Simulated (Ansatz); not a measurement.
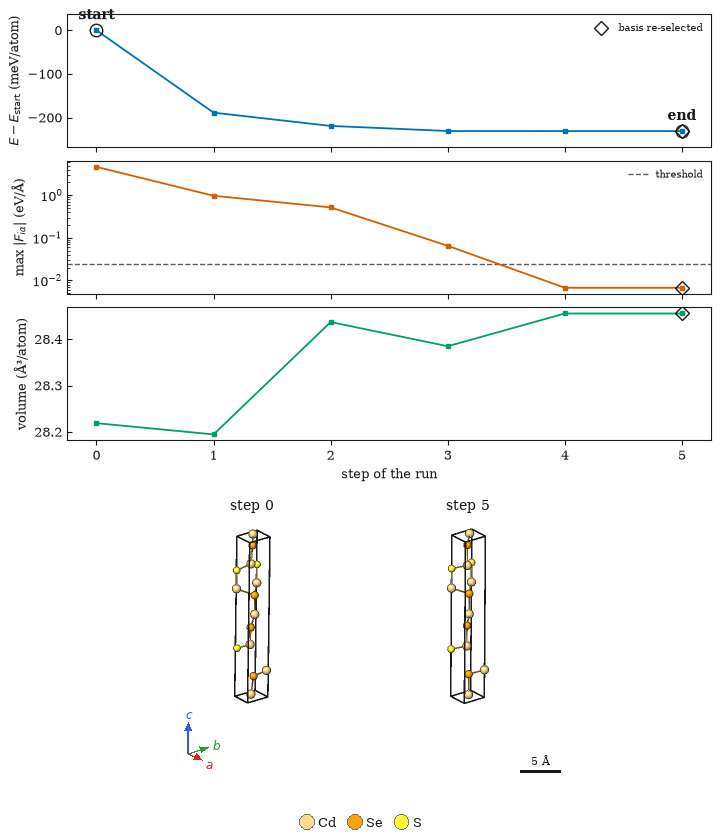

First and last geometry of a relaxation of a crystal of Cd3Se2S (a generated structure, set up in P1) (coarse preliminary run), with the history of the run. A ball-and-stick model of the cell of the calculation, seen slightly off an axis.

Level of theory: Ansatz 0.2.0, DFT PBE, scalar-relativistic, plane waves, PAW. Set-up: plane-wave cutoff 420 eV; k-point mesh 6 × 6 × 1; occupations gaussian; smearing width 0.1 eV; no spin polarisation; cell and atoms relaxed; force threshold 0.025 eV/Å; at most 60 steps.

Question: Read the history and describe the run.

Answer: It converged. The largest move relative to the cell is that of a Cd atom, 0.32 Å along [2 2 −1]. Largest moves by element: Cd 0.32 Å, S 0.27 Å, Se 0.27 Å. The volume changes by +0.8 %, with a 4.268 → 4.317 Å (+1.1 %), b 4.403 → 4.315 Å (−2.0 %), c 21.099 → 21.165 Å (+0.3 %), α 91.0° → 90.0°, β 88.1° → 90.0°, γ 121.3° → 120.0°. Near-neighbour distances that change, for instance: Cd–Se 2.272 → 2.682 Å, Cd–Se 2.298 → 2.665 Å, Cd–S 2.285 → 2.608 Å, Cd–Se 2.341 → 2.663 Å. Bond angles that change, for instance: Cd–Se–Cd 127.1° → 110.8°, Se–Cd–S 121.6° → 107.0°, Se–Cd–S 124.6° → 110.8°. The space group stays P1 (No. 1). After 4 accepted moves (5 points after the start) the energy has fallen by 231 meV per atom. The largest force component goes from 4.7 to 0.0067 eV/Å. Pressure: 3.93 GPa at the start and 0.00 GPa at the end. The SCF was repeated once at an unchanged geometry on a basis and grid sized afresh for the cell, which shifted the energy by less than 0.05 meV per atom at most. Cost: 2.6 min on 4 threads of Arm Neoverse V1 (shared host), peak memory 1.4 GiB.
